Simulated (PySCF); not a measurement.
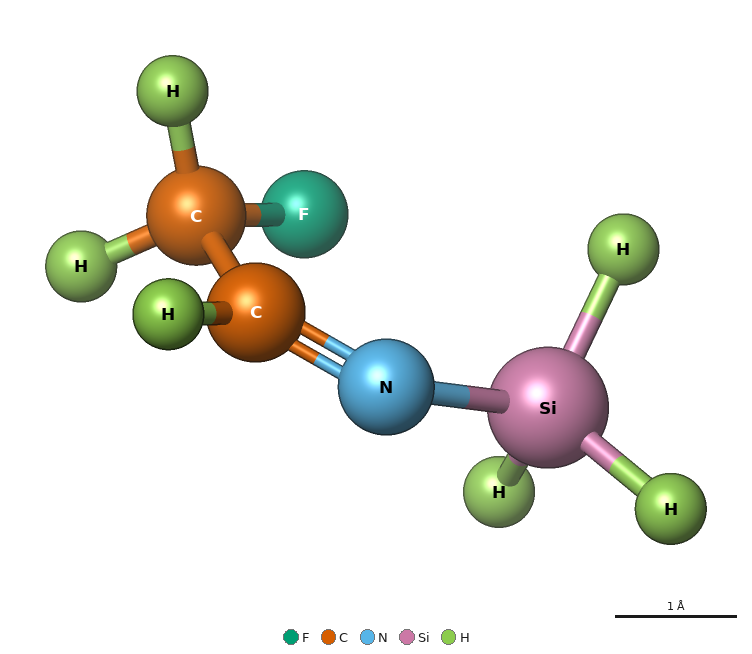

The picture shows a molecular structure as a ball-and-stick model.

Computed geometry: PBE0-D3(BJ)/def2-SVP optimisation. No frequency run is at hand to confirm it as a minimum.

> What is the molecular formula?

C2H6FNSi, 11 atoms: 2 carbon, 6 hydrogen, 1 fluorine, 1 nitrogen and 1 silicon.

> How many atoms are distinct by symmetry?

9: 1 F, 1 C, 1 C, 1 N, 1 Si, 2 H, 1 H, 2 H, 1 H.

> Name some functional groups or characteristic bonds that it holds.

Among them: imine, C–F bond, Si–H bond, Si–N bond.

> Count the bonded pairs by element.

3 C–H, 3 Si–H, 1 C–F, 1 C–C, 1 C–N, 1 N–Si.

> Does it have rings?

It has no ring.

The parts below concern this one geometry. Atoms keep their numbers from picture to picture.

### Geometry

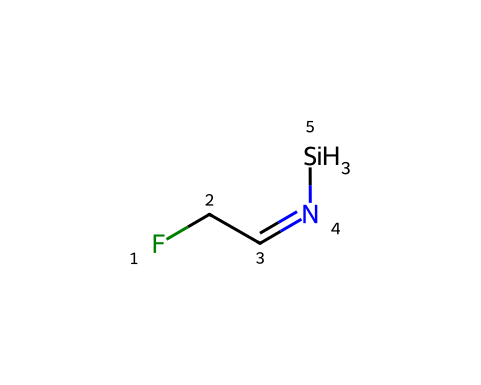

Skeletal drawing with numbered atoms; wedges and dashes mark any stereocentres. The configuration is that of a computed structure (PBE0-D3(BJ)/def2-SVP).

> What are the Cahn–Ingold–Prelog descriptors?

C3=N4: Z.

### Dipole moment

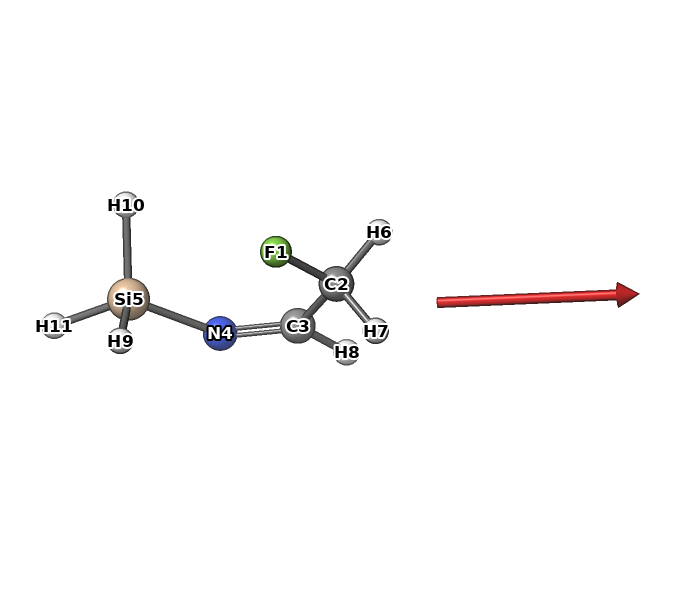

The arrow beside the molecule shows the direction of the dipole moment, from the negative to the positive end (its length means nothing). No frequency run is at hand to confirm it as a minimum. Properties computed with PBE0/pcSseg-1, gas phase (PySCF 2.14.0).

> How large is the dipole moment?

2.80 D; it points from the side of H11 to the side of H6, H7 (the outermost atoms at the two ends).

### Polarisability

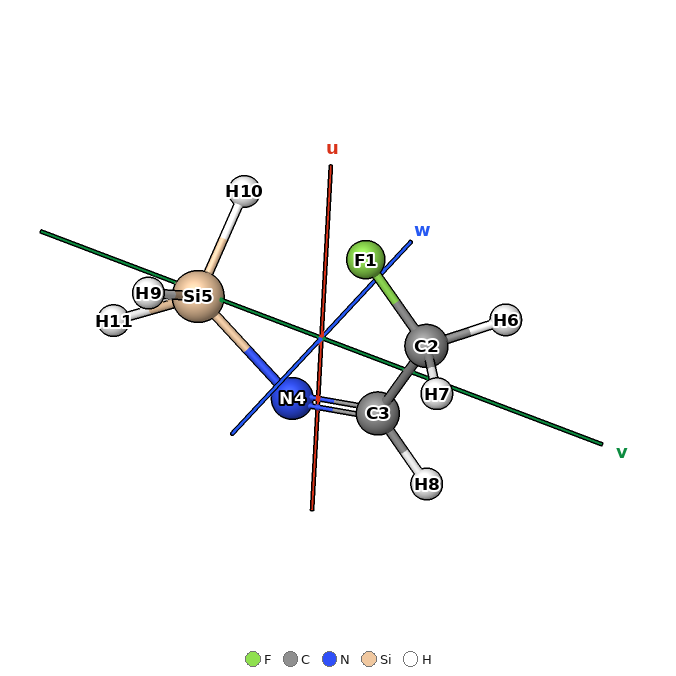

The lines u, v and w are the principal axes of the static dipole polarisability. No frequency run is at hand to confirm it as a minimum. Computed with CAM-B3LYP/def2-SVPD (PySCF 2.14.0).

> Along which axis is the molecule most polarisable, and along which least?

Most along v (close to the long direction C2···Si5), least along w.

> Give the three principal values.

u 56.5, v 77.9, w 49.7 bohr³; mean 61.4, anisotropy 25.5 bohr³.

### Charges

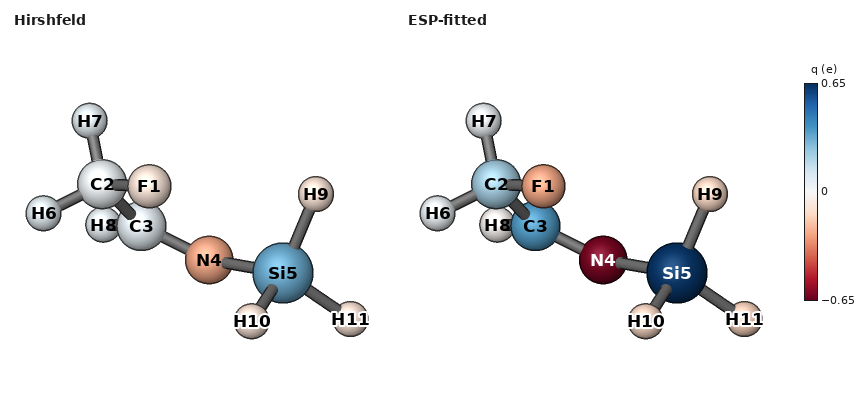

Atomic charges of one calculation by 2 schemes, on one colour scale. No frequency run is at hand to confirm it as a minimum. Method: PBE0/pcSseg-1 (PySCF 2.14.0).

> Which scheme gives the most polar picture (largest mean size of the charges)?

The ESP-fitted charges are the largest in size here.

> On which atom do the schemes disagree most?

On N4 (from −0.62 to −0.25 e).

List the charges (e), one line for each set of equivalent atoms.

| atom | Hirshfeld | ESP-fitted |
| --- | --- | --- |
| F1 | −0.08 | −0.25 |
| C2 | 0.03 | 0.22 |
| C3 | 0.06 | 0.36 |
| N4 | −0.25 | −0.62 |
| Si5 | 0.32 | 0.63 |
| H6, H7 | 0.06 | 0.03 |
| H8 | 0.05 | −0.02 |
| H9, H10 | −0.08 | −0.12 |
| H11 | −0.09 | −0.14 |
